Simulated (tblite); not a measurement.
Geometry relaxation, with input and output: Si2NH8O2 (charge +1) (part 1 of 2)

- system: Si2NH8O2, charge +1, SMILES [NH3+][SiH2]O[SiH2]O
- method: GFN2-xTB geometry optimisation, gas phase (tblite 0.8.0)

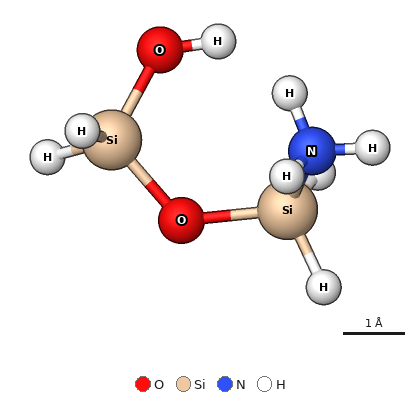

Figure 1. The input geometry (ball-and-stick view, seen at a tilt).

### Results in brief

- outcome: converged
- total energy: −499.7528 eV
- hardware: 1 CPU thread, shared host
- wall time: 3.4 s
- peak memory: 0.18 GiB

### Input file
```
{"job": {"kind": "relax", "xc": "GFN2-xTB", "basis": "xTB"}, "charge": 1, "multiplicity": 1}
O     -2.455697     1.890944    -0.336132
Si    -2.066677     0.248738    -0.865560
O     -0.309535     0.024860    -0.861614
Si     0.831590     0.970731     0.116056
N      0.331370     0.944515     1.845800
H     -1.850740     2.479978     0.152226
H     -2.561800     0.027042    -2.164680
H     -2.645453    -0.688770     0.052392
H      2.139119     0.412580    -0.014796
H      0.889620     2.295238    -0.368991
H     -0.583583     1.424249     1.936243
H      1.009193     1.437211     2.401839
H      0.239655    -0.003060     2.144609
```

The first line tells a small driver script what to run in tblite; the rest is the geometry in Å.

Run as:
```bash
OMP_NUM_THREADS=1 python <driver script> task.json out
```

### The program's output
```
step      E/eV     max force
  0    -497.85132    5.148
  1    -498.58408    3.002
  2    -498.67379    6.807
  3    -498.99269    1.074
  4    -499.05513    0.778
  5    -499.15333    0.433
  6    -499.16922    0.407
  7    -499.20252    0.341
  8    -499.22148    0.389
  9    -499.24052    0.402
 10    -499.25764    0.457
 11    -499.28022    0.401
 12    -499.30593    0.329
 13    -499.32556    0.296
 14    -499.33511    0.302
 15    -499.34623    0.305
 16    -499.36267    0.378
 17    -499.38375    0.425
 18    -499.40881    0.468
 19    -499.43756    0.465
 20    -499.39292    1.911
 21    -499.45996    0.267
 22    -499.46803    0.248
 23    -499.48567    0.449
 24    -499.49166    0.266
 25    -499.50979    0.289
 26    -499.52383    0.247
 27    -499.53126    0.278
 28    -499.53219    0.674
 29    -499.54053    0.168
 30    -499.54559    0.179
 31    -499.55485    0.204
 32    -499.56422    0.280
 33    -499.57238    0.421
 34    -499.57862    0.165
 35    -499.58187    0.173
 36    -499.58473    0.154
 37    -499.58880    0.173
 38    -499.59204    0.122
 39    -499.59360    0.191
 40    -499.59511    0.119
 41    -499.59732    0.149
 42    -499.60107    0.160
 43    -499.60375    0.149
 44    -499.60552    0.083
 45    -499.60671    0.212
 46    -499.60867    0.186
 47    -499.61130    0.171
 48    -499.61517    0.258
 49    -499.61581    0.124
 50    -499.61656    0.076
 51    -499.61849    0.291
 52    -499.62006    0.297
 53    -499.62292    0.234
 54    -499.62438    0.215
 55    -499.62662    0.169
 56    -499.62845    0.277
 57    -499.62899    0.240
 58    -499.63063    0.310
 59    -499.63204    0.123
 60    -499.63309    0.092
 61    -499.63666    0.244
 62    -499.63806    0.126
 63    -499.63913    0.097
 64    -499.64001    0.075
 65    -499.64107    0.094
 66    -499.64329    0.091
 67    -499.64537    0.192
 68    -499.64656    0.074
 69    -499.64741    0.096
 70    -499.64792    0.078
 71    -499.64879    0.078
 72    -499.64984    0.079
 73    -499.65107    0.107
 74    -499.65211    0.090
 75    -499.65304    0.060
 76    -499.65376    0.061
 77    -499.65437    0.070
 78    -499.65489    0.083
 79    -499.65544    0.085
 80    -499.65616    0.071
 81    -499.65711    0.081
 82    -499.65806    0.068
 83    -499.65877    0.053
 84    -499.65926    0.048
 85    -499.65969    0.051
 86    -499.66012    0.059
 87    -499.66059    0.042
 88    -499.66103    0.046
 89    -499.66147    0.046
 90    -499.66189    0.049
 91    -499.66224    0.037
 92    -499.66247    0.037
 93    -499.66268    0.039
 94    -499.66292    0.040
 95    -499.66321    0.040
 96    -499.66356    0.048
 97    -499.66396    0.048
 98    -499.66445    0.059
 99    -499.66504    0.069
100    -499.66566    0.075
101    -499.66616    0.084
102    -499.66650    0.083
103    -499.66687    0.083
104    -499.66747    0.073
105    -499.66844    0.093
106    -499.66944    0.083
107    -499.67072    0.106
108    -499.67159    0.096
109    -499.67210    0.050
110    -499.67233    0.038
111    -499.67255    0.033
112    -499.67269    0.030
113    -499.67291    0.041
114    -499.67320    0.045
115    -499.67361    0.053
116    -499.67407    0.055
117    -499.67450    0.054
118    -499.67480    0.040
119    -499.67499    0.038
120    -499.67512    0.027
121    -499.67527    0.035
122    -499.67548    0.044
123    -499.67572    0.044
124    -499.67597    0.041
125    -499.67620    0.035
126    -499.67645    0.060
127    -499.67676    0.067
128    -499.67714    0.064
129    -499.67758    0.065
130    -499.67806    0.059
131    -499.67868    0.057
132    -499.67961    0.078
133    -499.68085    0.102
134    -499.68215    0.097
135    -499.68203    0.230
136    -499.68072    0.434
137    -499.68268    0.315
138    -499.68485    0.082
139    -499.68522    0.269
140    -499.68665    0.075
141    -499.68826    0.066
142    -499.69240    0.219
143    -499.69378    0.149
144    -499.69447    0.239
145    -499.69708    0.096
146    -499.69859    0.076
147    -499.70057    0.072
148    -499.70230    0.088
149    -499.70308    0.092
150    -499.70424    0.079
151    -499.70515    0.071
152    -499.70598    0.082
153    -499.70659    0.073
154    -499.70691    0.059
155    -499.70712    0.027
156    -499.70729    0.031
157    -499.70748    0.042
158    -499.70769    0.040
159    -499.70793    0.046
160    -499.70822    0.045
161    -499.70866    0.047
162    -499.70931    0.074
163    -499.71013    0.098
164    -499.71134    0.110
165    -499.71308    0.134
166    -499.71535    0.156
167    -499.71754    0.124
168    -499.71142    0.371
169    -499.71945    0.086
170    -499.72008    0.065
171    -499.72067    0.142
172    -499.72107    0.112
173    -499.72157    0.066
174    -499.72182    0.054
175    -499.72257    0.055
176    -499.72330    0.088
177    -499.72423    0.154
178    -499.72534    0.172
179    -499.72714    0.136
180    -499.72916    0.107
181    -499.73098    0.119
182    -499.73290    0.158
183    -499.73466    0.146
184    -499.73515    0.153
185    -499.73774    0.110
186    -499.73981    0.156
187    -499.74196    0.134
188    -499.74318    0.219
189    -499.74500    0.101
190    -499.74615    0.107
191    -499.74755    0.086
192    -499.74804    0.090
193    -499.74853    0.078
194    -499.74904    0.059
195    -499.74956    0.051
196    -499.74987    0.063
197    -499.75030    0.071
198    -499.75071    0.091
199    -499.75112    0.053
200    -499.75141    0.050
201    -499.75141    0.050
202    -499.75251    0.033
203    -499.75266    0.022
204    -499.75279    0.013
205    -499.75281    0.006
```

### Trajectory as extended XYZ (Å, eV, eV/Å), 27 frames, from step=0 to step=205
```
13
Properties=species:S:1:pos:R:3:forces:R:3 step=0 energy=-497.85132
O    -2.4557    1.8909   -0.3361    1.3610  -2.2080  -0.2140
Si   -2.0667    0.2487   -0.8656    0.5580   2.3950   0.8710
O    -0.3095    0.0249   -0.8616    0.8100   2.6350   2.9120
Si    0.8316    0.9707    0.1161   -1.6490  -2.5870  -4.1340
N     0.3314    0.9445    1.8458   -1.0880   0.9730  -0.0470
H    -1.8507    2.4800    0.1522   -0.6160  -0.5590  -0.6920
H    -2.5618    0.0270   -2.1647    0.0050   0.1390  -0.9350
H    -2.6455   -0.6888    0.0524    0.1190  -0.1840   0.6420
H     2.1391    0.4126   -0.0148    0.2640  -0.5900   0.2230
H     0.8896    2.2952   -0.3690   -0.3280   1.0620   0.0150
H    -0.5836    1.4242    1.9362    0.3390  -0.3550   0.2340
H     1.0092    1.4372    2.4018    0.3650   0.1920   0.5770
H     0.2397   -0.0031    2.1446   -0.1390  -0.9140   0.5480
13
Properties=species:S:1:pos:R:3:forces:R:3 step=8 energy=-499.22148
O    -2.4142    1.7685   -0.3338   -0.1780   0.0500   0.0970
Si   -2.1092    0.2726   -0.8476    0.0180   0.1890   0.0890
O    -0.3992    0.1813   -0.6639    0.1470   0.0170  -0.0880
Si    0.8636    0.9471   -0.1115   -0.1370   0.0210   0.2780
N     0.3296    0.9535    1.8145    0.0470   0.0040   0.1070
H    -1.8948    2.4691    0.0633   -0.1560  -0.2040  -0.2920
H    -2.4674    0.0949   -2.2442    0.2120   0.0610   0.1450
H    -2.5707   -0.6901    0.1445    0.0640   0.0030  -0.0320
H     2.1385    0.2596   -0.0052   -0.2660  -0.0980  -0.1320
H     0.8325    2.3867   -0.3414    0.0770  -0.0670   0.0030
H    -0.5753    1.3930    1.9764   -0.0630   0.0670  -0.1100
H     1.0013    1.4242    2.4144    0.1590   0.0900   0.0460
H     0.2325    0.0039    2.1719    0.0770  -0.1340  -0.1130
13
Properties=species:S:1:pos:R:3:forces:R:3 step=16 energy=-499.36267
O    -2.5766    1.7113   -0.2358    0.1650   0.1550   0.2300
Si   -2.1129    0.2788   -0.8140   -0.2700   0.1840  -0.0170
O    -0.4461    0.2900   -0.6147    0.2030  -0.1470  -0.1870
Si    0.8482    0.9782   -0.0661    0.0860   0.1360   0.2200
N     0.3742    0.9642    1.8270    0.0280  -0.0030   0.0760
H    -1.9989    2.4749   -0.1789   -0.3290  -0.0170  -0.1860
H    -2.2558    0.1644   -2.2390   -0.0960  -0.1300  -0.1940
H    -2.4864   -0.6957    0.1819   -0.1920  -0.1950   0.0200
H     1.9659    0.0760   -0.0851    0.1670  -0.0450  -0.0450
H     0.8718    2.4108   -0.2908    0.1670   0.0500   0.0010
H    -0.5426    1.3867    1.9713   -0.0550   0.0390  -0.0010
H     1.0323    1.4285    2.4478    0.1140   0.0670   0.0460
H     0.2940   -0.0039    2.1338    0.0130  -0.0930   0.0380
13
Properties=species:S:1:pos:R:3:forces:R:3 step=24 energy=-499.49166
O    -2.5211    1.6814   -0.0811   -0.0040   0.0650  -0.1370
Si   -2.1314    0.2995   -0.8214    0.1590   0.0790   0.0700
O    -0.4338    0.3174   -0.6698    0.1600  -0.0030   0.0520
Si    0.8583    0.9692   -0.0518    0.0860   0.0720   0.0960
N     0.3965    0.9643    1.8702    0.0580  -0.0280  -0.1870
H    -2.2196    2.5500   -0.3580   -0.2360  -0.1210  -0.0200
H    -2.2717    0.1115   -2.2477   -0.0940   0.1340  -0.0210
H    -2.5667   -0.7192    0.1067   -0.0420  -0.0200   0.0780
H     1.9814    0.0589   -0.1151   -0.0540   0.0200   0.0420
H     1.0083    2.4100   -0.2407   -0.0180  -0.1590   0.0220
H    -0.5240    1.3919    1.9987    0.0790  -0.0590   0.0150
H     1.0637    1.4395    2.4812   -0.0720  -0.0600  -0.0870
H     0.3271   -0.0102    2.1661   -0.0220   0.0810   0.0760
13
Properties=species:S:1:pos:R:3:forces:R:3 step=32 energy=-499.56422
O    -2.5456    1.6866   -0.0875   -0.0290   0.2100  -0.0380
Si   -2.0918    0.3164   -0.7994    0.1090   0.0230  -0.0100
O    -0.3992    0.3284   -0.6475    0.0530   0.0740   0.0660
Si    0.9073    0.9515   -0.0197    0.0190   0.0190  -0.1440
N     0.4312    0.9398    1.8560    0.0130   0.0290   0.1620
H    -2.5616    2.5384   -0.5254   -0.1120  -0.0460   0.0850
H    -2.2713    0.2268   -2.2228   -0.0330  -0.0200  -0.1820
H    -2.5460   -0.7031    0.1153    0.0290  -0.0890   0.0870
H     1.9823   -0.0183   -0.0956   -0.0450   0.1020   0.0380
H     1.0929    2.3956   -0.1911   -0.0160  -0.2800  -0.0010
H    -0.4802    1.3831    1.9824   -0.0750  -0.0550  -0.0540
H     1.0864    1.4312    2.4583    0.1610   0.1000   0.0400
H     0.3626   -0.0122    2.2144   -0.0730  -0.0670  -0.0460
13
Properties=species:S:1:pos:R:3:forces:R:3 step=40 energy=-499.59511
O    -2.5692    1.7258   -0.1157   -0.0010   0.0940  -0.0450
Si   -2.0923    0.3513   -0.8091    0.0630   0.0030   0.0030
O    -0.4046    0.3453   -0.6279    0.0390   0.0490   0.0170
Si    0.9284    0.9098   -0.0082    0.0630   0.0560  -0.0440
N     0.4635    0.9334    1.8723   -0.0480  -0.0250   0.0470
H    -2.8029    2.5316   -0.5766   -0.0370  -0.0800   0.0800
H    -2.2702    0.2786   -2.2404   -0.0070  -0.0480  -0.0230
H    -2.4807   -0.6891    0.1231   -0.0470  -0.0070  -0.0290
H     2.0134   -0.0451   -0.0601   -0.0630  -0.0270  -0.0020
H     1.1480    2.3345   -0.1864    0.0150  -0.0180  -0.0490
H    -0.4577    1.3632    1.9652   -0.0210   0.0820   0.0170
H     1.1201    1.4393    2.4660   -0.0110  -0.0100  -0.0050
H     0.3711   -0.0142    2.2352    0.0570  -0.0690   0.0330
13
Properties=species:S:1:pos:R:3:forces:R:3 step=48 energy=-499.61517
O    -2.6037    1.7829   -0.1646   -0.0370   0.1530  -0.1160
Si   -2.0777    0.4108   -0.8269   -0.0150  -0.0590  -0.0270
O    -0.4044    0.4499   -0.6054   -0.0500   0.0130   0.0140
Si    0.9730    0.9036    0.0044   -0.0390  -0.0020   0.0300
N     0.4992    0.9259    1.9054   -0.0040   0.0070  -0.0070
H    -3.1177    2.4718   -0.5909    0.1050  -0.2070   0.1140
H    -2.2199    0.2725   -2.2578   -0.0140   0.0380  -0.0230
H    -2.4513   -0.6669    0.0709   -0.0440  -0.0040   0.0100
H     1.9541   -0.1591   -0.0339   -0.0030   0.0130   0.0050
H     1.2745    2.3012   -0.2360    0.0550  -0.0100   0.0650
H    -0.4221    1.3582    1.9928    0.0180   0.0550   0.0000
H     1.1529    1.4338    2.5011   -0.0110   0.0050  -0.0290
H     0.4102   -0.0204    2.2781    0.0410  -0.0020  -0.0360
13
Properties=species:S:1:pos:R:3:forces:R:3 step=56 energy=-499.62845
O    -2.5888    1.8020   -0.2141   -0.1470   0.2270  -0.0580
Si   -2.0893    0.4111   -0.8548    0.0380   0.0140   0.0040
O    -0.4270    0.5011   -0.5834   -0.0010  -0.0330   0.0180
Si    0.9688    0.9041    0.0199    0.0160   0.0000  -0.0260
N     0.5223    0.9427    1.9132   -0.0070   0.0010   0.0040
H    -3.2538    2.3989   -0.5615    0.1300  -0.1980   0.0910
H    -2.2005    0.2936   -2.2922   -0.0120  -0.0100   0.0170
H    -2.4826   -0.6678    0.0399    0.0010   0.0100  -0.0750
H     1.8917   -0.2083   -0.0103    0.0440  -0.0330  -0.0240
H     1.3928    2.2725   -0.2055   -0.0480  -0.0180   0.0150
H    -0.3940    1.3817    2.0131   -0.0020   0.0170   0.0180
H     1.1841    1.4433    2.5055    0.0090   0.0040  -0.0240
H     0.4434   -0.0107    2.2676   -0.0220   0.0200   0.0410
13
Properties=species:S:1:pos:R:3:forces:R:3 step=64 energy=-499.64001
O    -2.5904    1.8562   -0.2757    0.0400   0.0280   0.0220
Si   -2.0862    0.4513   -0.8851    0.0050  -0.0240   0.0000
O    -0.4391    0.5294   -0.5471    0.0070   0.0040  -0.0370
Si    0.9833    0.8741    0.0326   -0.0140  -0.0100  -0.0100
N     0.5434    0.9575    1.9248    0.0040  -0.0110   0.0260
H    -3.4055    2.2983   -0.4994    0.0060  -0.0240   0.0130
H    -2.2003    0.3190   -2.3203    0.0610   0.0290  -0.0210
H    -2.5019   -0.6589   -0.0441   -0.0240  -0.0190   0.0130
H     1.8719   -0.2715    0.0118   -0.0370   0.0170  -0.0310
H     1.4742    2.2211   -0.1889   -0.0680  -0.0190  -0.0250
H    -0.3620    1.4159    2.0395    0.0140   0.0330  -0.0260
H     1.2288    1.4576    2.4888    0.0100   0.0000   0.0210
H     0.4510    0.0142    2.3005   -0.0050  -0.0030   0.0560
13
Properties=species:S:1:pos:R:3:forces:R:3 step=72 energy=-499.64984
O    -2.5376    1.8570   -0.2673   -0.0640   0.0370   0.0070
Si   -2.0839    0.4411   -0.8955   -0.0360  -0.0090  -0.0230
O    -0.4400    0.4814   -0.5645    0.0340  -0.0540   0.0300
Si    0.9657    0.8573    0.0315    0.0760  -0.0210   0.0050
N     0.5423    0.9579    1.9331   -0.0070   0.0040   0.0110
H    -3.3703    2.2888   -0.4480    0.0560  -0.0280   0.0280
H    -2.1794    0.3458   -2.3362    0.0190   0.0050   0.0070
H    -2.5319   -0.6660   -0.0646   -0.0170  -0.0010  -0.0270
H     1.8877   -0.2597   -0.0104   -0.0500   0.0050   0.0130
H     1.3992    2.2193   -0.2010   -0.0130   0.0350  -0.0100
H    -0.3486    1.4486    2.0255    0.0020   0.0050   0.0130
H     1.2388    1.4589    2.4838    0.0090   0.0060  -0.0130
H     0.4251    0.0338    2.3509   -0.0080   0.0150  -0.0430
13
Properties=species:S:1:pos:R:3:forces:R:3 step=80 energy=-499.65616
O    -2.4760    1.8514   -0.2551    0.0480  -0.0350   0.0180
Si   -2.0761    0.4331   -0.9192   -0.0690  -0.0150  -0.0030
O    -0.4439    0.3904   -0.5446    0.0280   0.0040   0.0040
Si    0.9468    0.8484    0.0305    0.0550  -0.0260   0.0200
N     0.5417    0.9847    1.9320   -0.0110  -0.0020   0.0090
H    -3.3287    2.2668   -0.3443   -0.0520   0.0350  -0.0270
H    -2.1441    0.3664   -2.3643    0.0180   0.0430   0.0330
H    -2.5912   -0.6734   -0.1312   -0.0250  -0.0360  -0.0090
H     1.8771   -0.2589   -0.0090    0.0110   0.0070   0.0250
H     1.3355    2.2220   -0.2142   -0.0010   0.0250  -0.0390
H    -0.3323    1.5030    2.0349   -0.0020  -0.0040  -0.0010
H     1.2588    1.4670    2.4738    0.0030  -0.0210  -0.0150
H     0.3994    0.0634    2.3481   -0.0020   0.0250  -0.0140
```
